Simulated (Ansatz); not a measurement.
## How far to go with the k-point mesh: CaC2 (Cm, 6 atoms in the cell)

```
CaC2
1.0
    3.58964    -1.92104     0.00000
    3.58964     1.92104     0.00000
   -2.17074     0.00000     7.11421
Ca C
2 4
Cartesian
  4.08915   0.00000   5.41063
  0.91938   0.00000   1.75358
 -0.65623   0.00000   4.01462
  5.66476   0.00000   3.09959
  3.11758   0.00000   0.41440
  1.89095   0.00000   6.69981
```

Method of the run: PBEsol, default PAW files made with PBE (plane waves; Ansatz, a quantum-chemistry and plane-wave program).

Base settings: basis.ecutwfc = 420 eV; kpoints.mp_grid.grid = 7 7 4; hamiltonian.xc = pbesol; hamiltonian.pseudopotentials = {kind: paw} (the program's default PAW files); scf.occupations.method = fixed.

The second cell is the first with its lattice scaled by 0.98.

Only quantities that move along the ladder and can be compared are tabulated.

The count of work is k-points × plane waves × bands × iterations; it is no time. Core times come from one kind of shared machine, to one figure; runs under 30 s give none.

The starting cell comes from a database of computed structures (which also holds hypothetical and non-ambient phases and stackings), without a prior relaxation at this level. Its lattice was rescaled by up to half a per cent. One atom was moved a little off its site on purpose. Ansatz's pressure includes its estimate of the finite-basis (Pulay) stress.

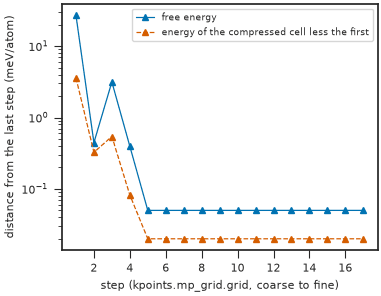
Figure: Distance from the last step along the ladder; very small values are drawn at a floor.

| kpoints.mp_grid.grid | free energy less the last step's (meV/atom) | energy of the compressed cell less the first (meV/atom) | pressure (GPa) | largest difference of a force vector from the last step's (eV/Å) | gap on the mesh (eV) | count of work / last | core time / last (rough) |
|---|---|---|---|---|---|---|---|
| 2 2 1 | 27.15 | 8.07 | -1.55 | 0.285 | 3.177 | 0.0026 | – |
| 3 3 1 | -0.44 | 4.79 | -2.07 | 0.083 | 3.156 | 0.0034 | – |
| 3 3 2 | 3.15 | 5.01 | -2.03 | 0.051 | 2.527 | 0.0069 | – |
| 4 4 2 | 0.40 | 4.55 | -2.10 | 0.009 | 2.184 | 0.012 | – |
| 5 5 3 | 0.05 | 4.47 | -2.11 | 0.002 | 2.311 | 0.021 | – |
| 6 6 3 | 0.00 | 4.48 | -2.11 | 0.000 | 2.326 | 0.029 | – |
| 7 7 4 | 0.00 | 4.46 | -2.11 | 0.000 | 2.212 | 0.045 | – |
| 8 8 4 | 0.00 | 4.47 | -2.11 | 0.001 | 2.125 | 0.059 | – |
| 9 9 4 | 0.00 | 4.47 | -2.11 | 0.000 | 2.176 | 0.081 | – |
| 9 9 5 | 0.00 | 4.47 | -2.11 | 0.000 | 2.182 | 0.099 | – |
| 10 10 5 | 0.00 | 4.47 | -2.11 | 0.001 | 2.193 | 0.11 | – |
| 12 12 6 | 0.00 | 4.47 | -2.11 | 0.000 | 2.125 | 0.21 | 0.2 |
| 13 13 6 | 0.00 | 4.47 | -2.11 | 0.000 | 2.153 | 0.24 | 0.2 |
| 14 14 7 | 0.00 | 4.47 | -2.11 | 0.000 | 2.161 | 0.32 | 0.3 |
| 16 16 8 | 0.00 | 4.46 | -2.11 | 0.000 | 2.125 | 0.48 | 0.5 |
| 17 17 8 | 0.00 | 4.47 | -2.11 | 0.000 | 2.139 | 0.53 | 0.5 |
| 19 19 9 | 0.00 | 4.47 | -2.11 | 0.000 | 2.138 | 0.74 | 0.7 |
| 21 21 10 | 0.00 | 4.47 | -2.11 | 0.000 | 2.133 | 1.0 | 1 |

Coarsest kpoints.mp_grid.grid that holds the forces within 0.02 eV/Å of the last step, with all finer ones: 4 4 2, at 0.012 of the last step's count of work; the step before is off by 0.051 eV/Å.

Coarsest kpoints.mp_grid.grid that holds the energy of the compressed cell less the first within 0.2 meV/atom of the last step, with all finer ones: 4 4 2, at 0.012 of the last step's count of work; the step before is off by 0.54 meV/atom.

Coarsest kpoints.mp_grid.grid that holds the pressure within 0.1 GPa of the last step, with all finer ones: 3 3 1, at 0.0034 of the last step's count of work; the step before is off by 0.56 GPa.

The energy difference between the two cells stays within 1 meV/atom of the last step's from 3 3 1 on, the total only from 4 4 2 on: much of the error is common to both cells and cancels.

The gap on the mesh jumps up and down from mesh to mesh; it is no smooth measure of convergence.

Keys are those of Ansatz 0.2.
